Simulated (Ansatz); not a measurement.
The starting structures come from a database of crystals and need not be the phases stable at ambient conditions.

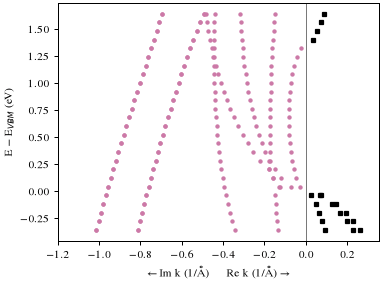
Fig. 1. Complex bands at the centre of the two-dimensional zone; Ansatz (a quantum-chemistry and plane-wave program) with r2SCAN

The gap is the functional's own. No spin-orbit coupling. Mid-gap values are interpolated on the energy grid.

**Question.** This is AlGaAs₂ (R3m, not sure to be the ambient phase, 4 atoms a cell, 22.8 Å³ an atom) along the normal of (101). Read off the slowest decay at the centre of the two-dimensional zone at 0.68 eV, the computed energy nearest the middle of the gap.

**Answer.** κ ≈ 0.08 1/Å, a decay length 1/(2κ) of the density of 6.2 Å.
